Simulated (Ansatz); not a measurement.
## Electronic structure of CHBFN in real space

Input file:

```
basis:
  gaussian:
    orbitals: def2-TZVPD
crystal:
  periodic: [false, false, false]
  atoms:
    - {symbol: C, position_ang: [0.323976, 1.535179, 3.885648]}
    - {symbol: B, position_ang: [0.779840, 0.591649, 1.465275]}
    - {symbol: F, position_ang: [1.648376, -0.395691, 1.303484]}
    - {symbol: N, position_ang: [0.549461, 1.089009, 2.801725]}
    - {symbol: H, position_ang: [0.198858, 1.059965, 0.517604]}
magnetization:
  spin_polarized: false
hamiltonian:
  xc: {name: PBE0}
output:
  forces: true
  orbitals: {seedname: orbitals}
```

Command:

```sh
ansatz run input.yaml --threads 1 --pin off --max-ram 2610MiB --events-out events.jsonl --progress --plain --runs-dir runs
```

Geometry: BLYP-D3(BJ)/def2-SVP.

Level of theory: Ansatz 0.2.0, isolated molecule in a Gaussian basis; Kohn-Sham density functional theory, functional PBE0.

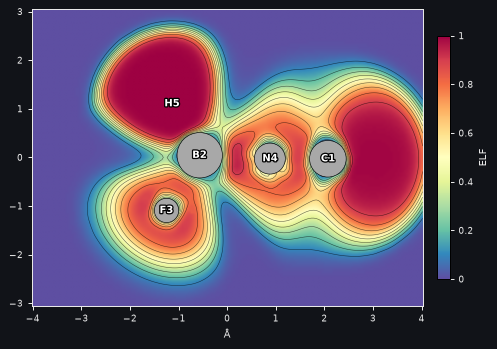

Figure 1. Electron localisation function on the molecular plane. Grey discs cover the atomic cores.

### What does the map show?

The plane passes through C, B, F, N and H nuclei. C–N (1.19 Å): the ELF peaks at about 0.90 between the atoms; a multiple bond. B–F (1.32 Å): the ELF peaks at about 0.85 between the atoms: a shared but strongly polarised pair. B–N (1.44 Å): the ELF peaks at about 0.95 between the atoms (a polar covalent bond). B–H (1.21 Å): the ELF climbs to about 1 towards the hydrogen, as it does in any bond to H; a covalent bond by its length. The ELF also peaks beside F3 and C1, away from the bonds: lone-pair regions.

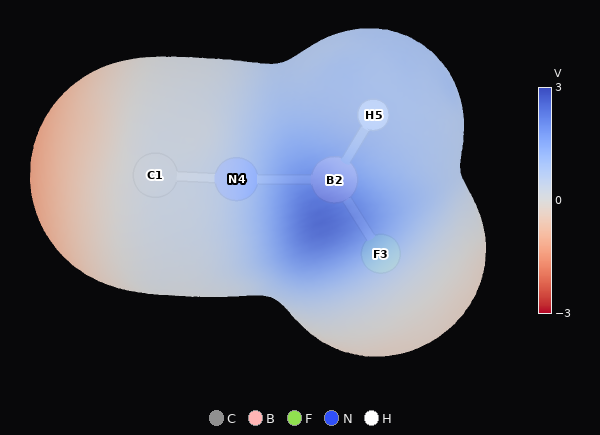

Figure 2. The molecular electrostatic potential painted on the density surface at 0.002 e/bohr³, seen at a tilt; the colour scale runs from red (negative) to blue (positive).

### Describe the electrostatic potential map.

The most negative region (about −1.3 V) lies over C1, the most positive (about +2.5 V) over B2.

### What dipole moment does the calculation give?

Its dipole moment is 1.85 D.

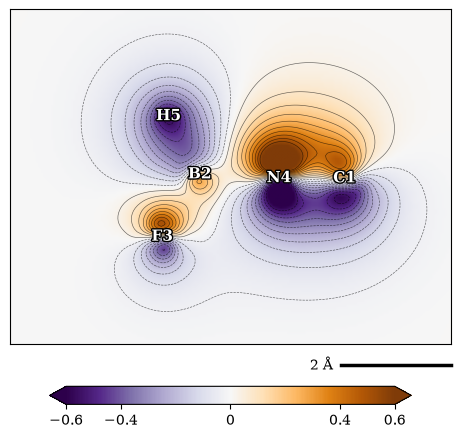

Figure 3. The HOMO−1 on the molecular plane (values in Å⁻³ᐟ²; the overall sign is arbitrary).

### Where does this orbital lie, and at what energy?

By Hirshfeld shares it lies mainly on N4 (about 40 %), C1 (about 25 %), H5 (about 15 %) and B2 (about 15 %); it is symmetric in the molecular plane (an in-plane orbital: σ, lone-pair or in-plane π type). Its energy is −10.63 eV.
